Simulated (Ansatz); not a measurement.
# TaF5 (tantalum pentafluoride) at MP2/def2-SVP (core potential)

What is the vertical ionisation energy of TaF5 (tantalum pentafluoride) at MP2/def2-SVP (core potential)? 

Program for the calculation: Ansatz 0.2.0.

2 further runs of the same task are left out: 2 that didn't finish.

**1. Starting point**

TaF5: 6 atoms, total charge 0, spin state singlet. As SMILES, `F[Ta](F)(F)(F)F`. The coordinates come from a PBE0-D4/def2-TZVP relaxation.

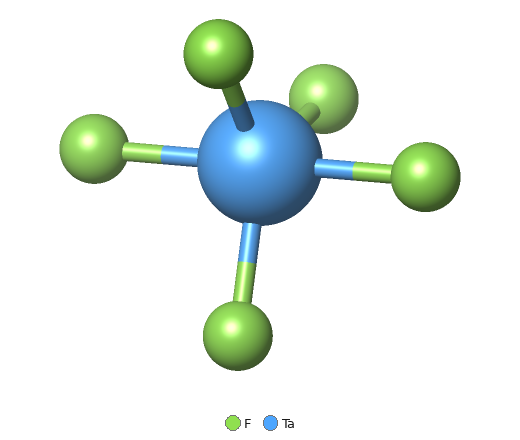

The structure, seen from a chosen angle (fluorine green, tantalum blue).

**2. A single-point energy at MP2/def2-SVP (core potential)**

run.yaml reads:

```yaml
basis:
  gaussian: {orbitals: def2-SVP}
crystal:
  periodic: [false, false, false]
  atoms:
    - {symbol: F, position_ang: [-1.030170, -1.289830, 0.890600]}
    - {symbol: Ta, position_ang: [0.000080, -0.000050, 0.000020]}
    - {symbol: F, position_ang: [1.542230, -0.861760, 0.535750]}
    - {symbol: F, position_ang: [-0.806180, -0.458120, -1.596180]}
    - {symbol: F, position_ang: [1.030090, 1.290020, -0.890420]}
    - {symbol: F, position_ang: [-0.736030, 1.319740, 1.060250]}
correlation: {method: mp2, frozen_orbitals: {F: 1, Ta: 0}}
accuracy: high
```

Run with:

```bash
$ ansatz run run.yaml --threads 1 --pin off --max-ram 3480MiB --events-out events.jsonl --progress --plain --runs-dir runs
```

Log:

```text
Warning: RAYON_NUM_THREADS=1 ignored (pool sized by the plan → 1); use --threads N
Functional definition: HF
  name "HF"
  exchange = exact_x
  correlation = 0
2159 factors; integrals over basis functions are off by at most 1.5e-8 eV
mean field evaluation 1: about -15053.8509 eV, gradient 6.5e1 eV
mean field evaluation 2: about -15053.9844 eV, gradient 6.5e1 eV
mean field evaluation 4: about -15061.4152 eV, gradient 1.9e0 eV
mean field evaluation 8: about -15061.4601 eV, gradient 2.6e-1 eV
mean field evaluation 16: about -15061.4603 eV, gradient 1.7e-8 eV
mean field -15061.46031868 eV, -553.4984576869 hartree, gradient 2.5e-8 eV, S^2 0.000000; 0 other end points of the search recorded, 0 dependent functions left out
5 core orbitals not correlated: weight in the atoms' cores, before any rotation towards them, 1.000 or more for the frozen orbitals, at most 0.000 for the correlated occupied ones
reference -15061.46031868 eV, -553.4984576869 hartree; 24, 24 occupied and 73, 73 virtual orbitals, 2159 factors
second order -33.35800193 eV of doubles, -0.00000000 eV of singles
Total energy: -15094.81832061 eV, -554.7243416472 hartree
```

Run time: 2.9 s. Hardware: 1 thread of Intel Xeon 6975P-C (Granite Rapids), shared host; peak memory 0.33 GiB.

**3. The doublet cation at the same level**

input.yaml reads:

```yaml
crystal:
  periodic: [false, false, false]
  atoms:
    - {symbol: F, position_ang: [-1.030170, -1.289830, 0.890600]}
    - {symbol: Ta, position_ang: [0.000080, -0.000050, 0.000020]}
    - {symbol: F, position_ang: [1.542230, -0.861760, 0.535750]}
    - {symbol: F, position_ang: [-0.806180, -0.458120, -1.596180]}
    - {symbol: F, position_ang: [1.030090, 1.290020, -0.890420]}
    - {symbol: F, position_ang: [-0.736030, 1.319740, 1.060250]}
basis:
  gaussian:
    orbitals: def2-SVP
total_charge: 1
magnetization:
  spin_polarized: true
  initial_magnetization: 1
correlation:
  method: mp2
  frozen_orbitals: {F: 1, Ta: 0}
accuracy: high
```

Run with:

```bash
$ ansatz run input.yaml --threads 1 --pin off --max-ram 3480MiB --events-out events.jsonl --progress --plain --runs-dir runs
```

Log (excerpt; [...] marks lines left out):

```text
Warning: RAYON_NUM_THREADS=1 ignored (pool sized by the plan → 1); use --threads N
[... 2 set-up lines as earlier in the session ...]
[...]
2159 factors; integrals over basis functions are off by at most 1.5e-8 eV
[...]
mean field -15046.96232465 eV, -552.9656662335 hartree, gradient 4.6e-10 eV, S^2 0.754283; 20 other end points of the search recorded, 0 dependent functions left out
5 core orbitals not correlated: weight in the atoms' cores, before any rotation towards them, 1.000 or more for the frozen orbitals, at most 0.000 for the correlated occupied ones
reference -15046.96232465 eV, -552.9656662335 hartree; 24, 23 occupied and 73, 74 virtual orbitals, 2159 factors
second order -32.25380939 eV of doubles, -0.00000000 eV of singles
Total energy: -15079.21613404 eV, -554.1509718663 hartree
```

Run time: 1.9 min. Hardware: 1 thread of Intel Xeon 6975P-C (Granite Rapids), shared host; peak memory 0.57 GiB.

**4. What came out**

At MP2/def2-SVP (core potential), 5 core orbitals frozen:

```
                                                   quantity          value
                                 singlet TaF5: total energy  -554.72434 Eh
  singlet TaF5: correlation energy (5 core orbitals frozen)    -1225.9 mEh
                               doublet cation: total energy  -554.15097 Eh
doublet cation: correlation energy (5 core orbitals frozen)    -1185.3 mEh
          doublet cation: ⟨S²⟩ of the reference determinant          0.754
         vertical ionisation energy (to the doublet cation)      15.602 eV
```

The vertical ionisation energy comes to 15.60 eV (360 kcal/mol).
